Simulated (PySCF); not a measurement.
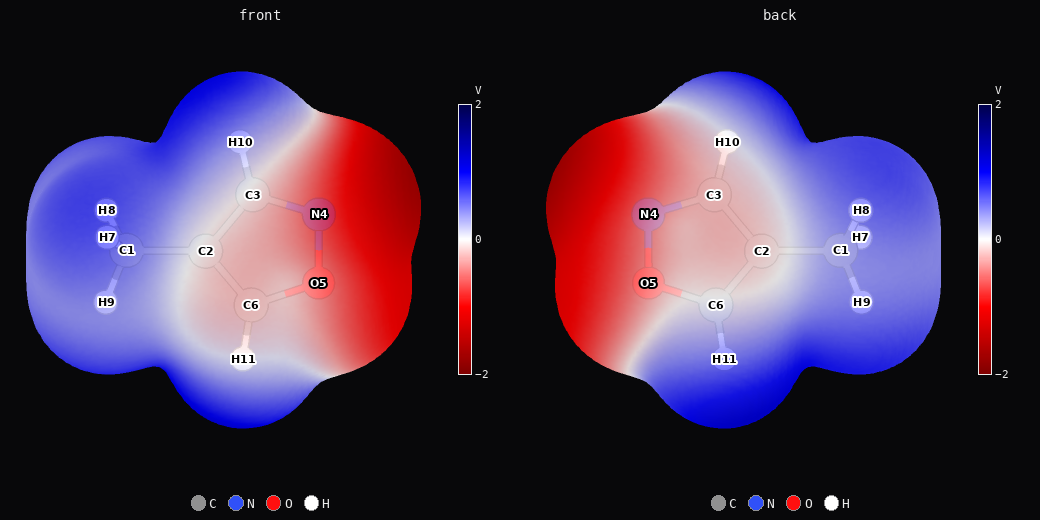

C₄H₅NO (SMILES Cc1cnoc1). The electrostatic potential painted on the density surface at 0.001 e/bohr³, seen from the front and from behind; the colour scale runs from red (negative) to blue (positive).

Geometry: GFN2-xTB.

Theory: PBE0/pcSseg-1, SCF density, gas phase, non-relativistic in PySCF.

```xyz
11

C    -1.5029    0.1281   -0.0619
C    -0.0263   -0.0201    0.0038
C     0.9641    0.9426   -0.3253
N     2.1621    0.4657   -0.1448
O     2.0258   -0.8010    0.2998
C     0.7238   -1.0944    0.3896
H    -1.8274    0.9517    0.5725
H    -1.8159    0.3465   -1.0821
H    -1.9908   -0.7850    0.2687
H     0.8277    1.9445   -0.6788
H     0.4651   -2.0761    0.7326
```

Question: Where is the surface potential most negative and most positive?

Answer: The most negative region (about −1.7 V) lies over N4, the most positive (about +1.2 V) over H11. N4 is the likeliest acceptor of a hydrogen bond.

Question: What dipole moment does the calculation give?

Answer: Its dipole moment is 3.43 D.
